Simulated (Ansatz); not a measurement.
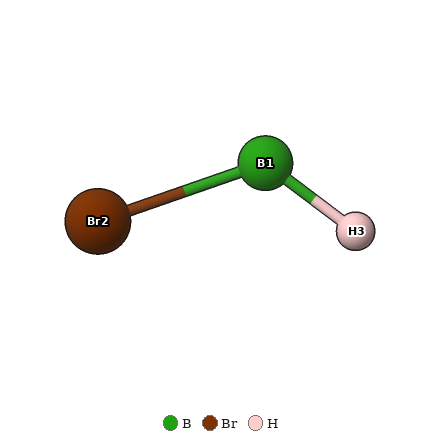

The system is BBrH, SMILES [BH]Br, spin multiplicity 2; the picture shows the reference structure. 
- First axis: angle Br2–B1–H3 (carried through 180). Second axis: change of the bonds B1–Br2, B1–H3, all alike.
- Nothing is relaxed (all other coordinates rigid).
- The scan uses a 15 × 15 grid; 120 points were computed and 105 follow by symmetry.
- Points are written as (first, second).
- Energies: kJ/mol, counted from the relaxed molecule at the same level.
- Theory: UKS PBE0-D4/def2-TZVP (Ansatz 0.2.0).

Its coordinates:

```xyz
3

B    -0.0945   -0.5230   -0.1157
Br    1.1810    0.5632    0.7098
H    -1.0974   -0.1050   -0.6073
```

Range: angle Br2–B1–H3 (carried through 180) from 105.6 to 254.4°; change of the bonds B1–Br2, B1–H3, all alike from −0.168 to 0.260 Å.

What will the energy surface look like?

Answer. The lowest grid point is at (126.8°, −0.015 Å), 0.8 kJ/mol from the relaxed molecule at the same level; the map holds 2 wells of about this depth. It is the only kind of minimum in the scanned range. The highest grid point, (180.0°, 0.260 Å), lies 193 kJ/mol above the lowest. On the interpolated surface the easiest way out of the lowest well to a well of about the same depth near (233.2°, −0.015 Å) passes a barrier of about 61 kJ/mol. Round the minimum the two coordinates are weakly coupled (coupling 0.13 in units of the two stiffnesses).

| second ↓, first → | 105.6 | 116.2 | 126.8 | 137.5 | 148.1 | 158.7 | 169.4 | 180.0 | 190.6 | 201.3 | 211.9 | 222.5 | 233.2 | 243.8 | 254.4 |
| --- | --- | --- | --- | --- | --- | --- | --- | --- | --- | --- | --- | --- | --- | --- | --- |
| 0.260 | 101 | 95 | 98 | 109 | 128 | 153 | 180 | 194 | 180 | 153 | 128 | 109 | 98 | 95 | 101 |
| 0.230 | 85 | 78 | 80 | 92 | 110 | 135 | 160 | 172 | 160 | 135 | 110 | 92 | 80 | 78 | 85 |
| 0.199 | 69 | 61 | 63 | 74 | 93 | 117 | 141 | 152 | 141 | 117 | 93 | 74 | 63 | 61 | 69 |
| 0.168 | 55 | 46 | 48 | 58 | 76 | 99 | 122 | 132 | 122 | 99 | 76 | 58 | 48 | 46 | 55 |
| 0.138 | 42 | 33 | 34 | 44 | 62 | 84 | 105 | 115 | 105 | 84 | 62 | 44 | 34 | 33 | 42 |
| 0.107 | 32 | 21 | 22 | 32 | 49 | 70 | 90 | 98 | 90 | 70 | 49 | 32 | 22 | 21 | 32 |
| 0.077 | 24 | 12 | 12 | 21 | 38 | 58 | 77 | 85 | 77 | 58 | 38 | 21 | 12 | 12 | 24 |
| 0.046 | 18 | 6 | 5 | 14 | 29 | 49 | 67 | 74 | 67 | 49 | 29 | 14 | 5 | 6 | 18 |
| 0.015 | 16 | 3 | 1 | 9 | 24 | 42 | 59 | 66 | 59 | 42 | 24 | 9 | 1 | 3 | 16 |
| −0.015 | 18 | 3 | 1 | 8 | 22 | 40 | 55 | 62 | 55 | 40 | 22 | 8 | 1 | 3 | 18 |
| −0.046 | 24 | 8 | 5 | 11 | 25 | 41 | 56 | 62 | 56 | 41 | 25 | 11 | 5 | 8 | 24 |
| −0.077 | 36 | 19 | 14 | 20 | 32 | 48 | 62 | 67 | 62 | 48 | 32 | 20 | 14 | 19 | 36 |
| −0.107 | 53 | 34 | 29 | 33 | 45 | 60 | 73 | 78 | 73 | 60 | 45 | 33 | 29 | 34 | 53 |
| −0.138 | 78 | 57 | 51 | 54 | 65 | 79 | 91 | 96 | 91 | 79 | 65 | 54 | 51 | 57 | 78 |
| −0.168 | 109 | 87 | 79 | 82 | 92 | 105 | 116 | 121 | 116 | 105 | 92 | 82 | 79 | 87 | 109 |

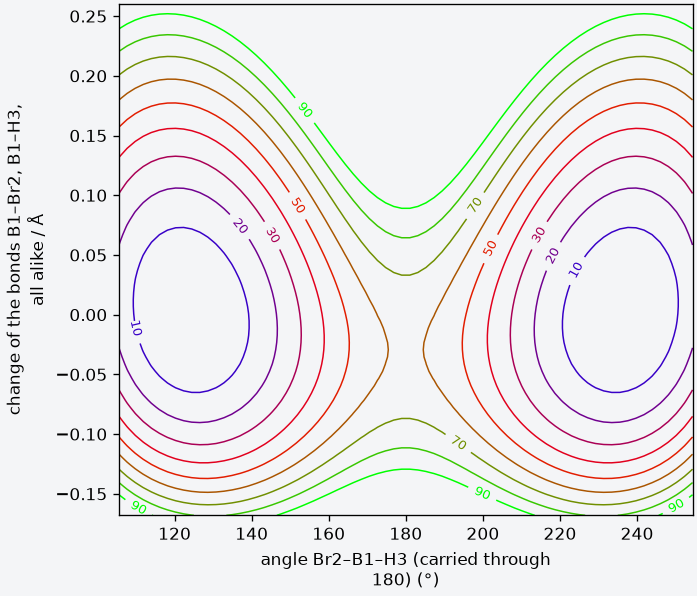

In the figure: contour lines labelled in kJ/mol (none above 90). Between grid points the surface is interpolated.

Each point was launched as `ansatz run input.yaml --threads 1 --pin off --max-ram 2560MiB --backend cpu --events-out ev --progress --plain --runs-dir out`. Time for the 120 points that were run: 5 min on 1 thread of Intel(R) Xeon(R) 6975P-C (Granite Rapids), on a shared host.
